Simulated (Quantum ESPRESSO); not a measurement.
# MgS (Niningerite): the LO frequency by hand

Wanted: the LO mode of MgS (Niningerite) from the TO mode and the field response.

Main program and level: Quantum ESPRESSO 7.5; DFT LDA, scalar-relativistic, plane waves, GBRV ultrasoft pseudopotentials.

### Step 1. Set-up

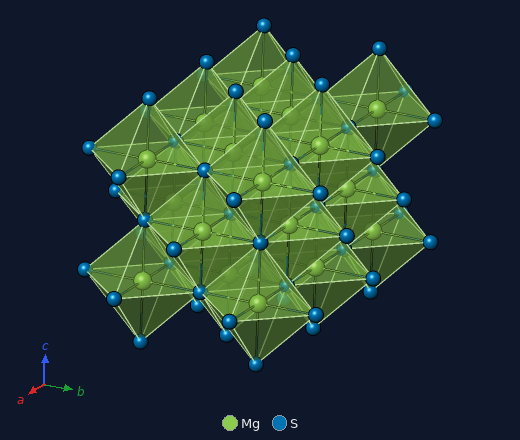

Start, viewed from a free direction; magnesium green, sulfur blue. 2×1×1 cells are drawn. This picture shows the conventional cell, with its axes. Some periodic images of atoms are drawn too.

Coordinates:

```
CELL_PARAMETERS angstrom
-2.56404 0.00000 2.56404
0.00000 2.56404 2.56404
-2.56404 2.56404 0.00000
ATOMIC_POSITIONS crystal
Mg 0.00000 0.00000 0.00000
S 0.50000 0.50000 0.50000
```

This is the cell after its relaxation at this level of theory, not the database cell from which that began.

### Step 2. What the response run gave

A linear-response run on the relaxed cell, with the response to an electric field; only its zone-centre results are used. Cutoff 55 Ry, k mesh 8×8×8.

The program printed:

```text
[banners, grids, parts of the stress and lines that vanish by symmetry left out]
Program PHONON v.7.5
     Reading xml data from directory:

[...]
Exchange-correlation= PZ
                           (   1   1   0   0   0   0   0)
[...]
kinetic-energy cut-off    =      55.0000  Ry
     charge density cut-off    =     440.0000  Ry
     convergence threshold     =      1.0E-18
[...]
Exchange-correlation= PZ
                           (   1   1   0   0   0   0   0)
[...]
q = (   0.0000000   0.0000000   0.0000000 )
     49 Sym.Ops. (with q -> -q+G )
     G cutoff =  523.3241  (  35557 G-vectors)     FFT grid: ( 45, 45, 45)
     G cutoff =  261.6620  (  12507 G-vectors)  smooth grid: ( 36, 36, 36)
     number of k points=    29
[...]
Mode symmetry, O_h (m-3m)  point group:
[...]
Dielectric constant
[...]
End of electric fields calculation
          Dielectric constant in cartesian axis
          (       5.646132027       0.000000000       0.000000000 )
          (       0.000000000       5.646132027      -0.000000000 )
          (       0.000000000       0.000000000       5.646132027 )
          Effective charges (d Force / dE) in cartesian axis without acoustic sum rule applied (asr)
           atom    1  Mg    Mean Z*:        2.29813
      Ex  (        2.29813       -0.00000       -0.00000 )
      Ey  (       -0.00000        2.29813        0.00000 )
      Ez  (       -0.00000        0.00000        2.29813 )
           atom    2  S     Mean Z*:       -2.30889
      Ex  (       -2.30889        0.00000       -0.00000 )
      Ey  (       -0.00000       -2.30889       -0.00000 )
      Ez  (       -0.00000       -0.00000       -2.30889 )
          Effective charges Sum: Mean:       -0.01075
[...]
Effective charges (d Force / dE) in cartesian axis with asr applied:
           atom    1  Mg    Mean Z*:        2.30351
[...]
atom    2  S     Mean Z*:       -2.30351
[...]
Representation #   1 modes #   1   2   3
[...]
End of self-consistent calculation
     Convergence has been achieved
     Representation #   2 modes #   4   5   6
[...]
End of self-consistent calculation
     Convergence has been achieved
[...]
Dielectric constant in cartesian axis
          (       5.646132027       0.000000000       0.000000000 )
          (       0.000000000       5.646132027      -0.000000000 )
          (       0.000000000       0.000000000       5.646132027 )
          Effective charges (d Force / dE) in cartesian axis without acoustic sum rule applied (asr)
           atom    1  Mg    Mean Z*:        2.29813
      Ex  (        2.29813       -0.00000       -0.00000 )
      Ey  (       -0.00000        2.29813        0.00000 )
      Ez  (       -0.00000        0.00000        2.29813 )
           atom    2  S     Mean Z*:       -2.30889
      Ex  (       -2.30889        0.00000       -0.00000 )
      Ey  (       -0.00000       -2.30889       -0.00000 )
      Ez  (       -0.00000       -0.00000       -2.30889 )
          Effective charges Sum: Mean:       -0.01075
[...]
Effective charges (d Force / dE) in cartesian axis with asr applied:
           atom    1  Mg    Mean Z*:        2.30351
[...]
atom    2  S     Mean Z*:       -2.30351
[...]
q = (    0.000000000   0.000000000   0.000000000 )
[...]
freq (    1) =      -0.353278 [THz] =     -11.784100 [cm-1]
     freq (    2) =      -0.353278 [THz] =     -11.784100 [cm-1]
     freq (    3) =      -0.353278 [THz] =     -11.784100 [cm-1]
     freq (    4) =       7.562535 [THz] =     252.259006 [cm-1]
     freq (    5) =       7.562535 [THz] =     252.259006 [cm-1]
     freq (    6) =       7.562535 [THz] =     252.259006 [cm-1]
[...]
Mode symmetry, O_h (m-3m)  point group:
     freq (   1-   3) =        -11.8  [cm-1]   --> T_1u G_15  G_4- I
     freq (   4-   6) =        252.3  [cm-1]   --> T_1u G_15  G_4- I

   JOB DONE.
```

```
                       quantity   value
             cell volume Ω (Å³)  33.714
                 mass of Mg (u)  24.305
                  mass of S (u)  32.060
     Born charge of Mg, raw (e)   2.298
      Born charge of S, raw (e)  -2.309
                             ε∞   5.646
ω(TO) after the sum rule (cm⁻¹)   252.6
```

### Step 3. The calculation

The charges must sum to zero over the cell; taking off their mean, -0.005 e, leaves Z* = 2.303 e on Mg. In the polar mode Mg moves against S, so the reduced mass is μ = 24.30 × 32.06 / 56.37 = 13.825 u.

A longitudinal wave builds up a field that adds to the restoring force: ω(LO)² = ω(TO)² + 4π Z*² / (μ Ω ε∞), in Hartree atomic units. With μ = 25201 electron masses and Ω = 227.51 bohr³ the second term is 2.0598e-06 Ha², or 99219 cm⁻² (1 Ha = 219474.6 cm⁻¹).

So ω(LO) = √(63807 + 99219) = 403.8 cm⁻¹, and by the Lyddane-Sachs-Teller relation ε₀ = ε∞ (ω(LO)/ω(TO))² = 14.43.

### Step 4. Check against the program

The analysis program adds the same non-analytic term to the full matrix, here for q along (1 0 0).

The program printed:

```text
[banner, memory and clock lines left out]
Program DYNMAT v.7.5

     Reading Dynamical Matrix from file g.dyn
     ...Force constants read
     ...epsilon and Z* read

     Polarizability (A^3 units)
     multiply by 0.392355 for Clausius-Mossotti correction
        12.464842    0.000000    0.000000
         0.000000   12.464842    0.000000
         0.000000   -0.000000   12.464842

     IR activities are in (D/A)^2/amu units

# mode   [cm-1]    [THz]      IR
    1     -0.00   -0.0000    0.0000
    2     -0.00   -0.0000    0.0000
    3      0.00    0.0000    0.0000
    4    252.60    7.5728    8.8552
    5    252.60    7.5728    8.8552
    6    403.77   12.1046    8.8552
```

ε₀ comes from the program's run without a direction of q.

```
    quantity  by hand  program
ω(LO) (cm⁻¹)    403.8    403.8
          ε₀    14.43    14.43
```

### Step 5. Outcome

```
TO mode                    : 252.6 cm⁻¹
LO mode                    : 403.8 cm⁻¹
static dielectric constant : 14.43
```

The LO mode of MgS (Niningerite) lies at 404 cm⁻¹, 151 cm⁻¹ above the TO mode; the formula meets the program within 0.1 cm⁻¹, as it must for a cubic crystal with one polar mode. ω(LO)² − ω(TO)² goes with Z*²/ε∞: an error of 5 % in ε∞ would move the LO mode by 5.9 cm⁻¹, and semilocal functionals tend to overestimate ε∞. The acoustic modes of the response miss zero by 12 cm⁻¹, a numerical error that can touch the optical modes as well. These are harmonic values at zero temperature, at the volume of this functional, for the structure held cubic; stability elsewhere in the zone is no part of this calculation.

[Host names and launcher messages were left out of these logs when they were recorded.]

[Logs are printed without paths, hosts, clocks, repeated set-up lines and the standing remarks that a program may print on its own settings, such as how far it seeks lower states.]

[Hosts, paths, dates, database ids (printed as entryN), source tags and the programs' standing remarks are cut or masked in the printed files.]
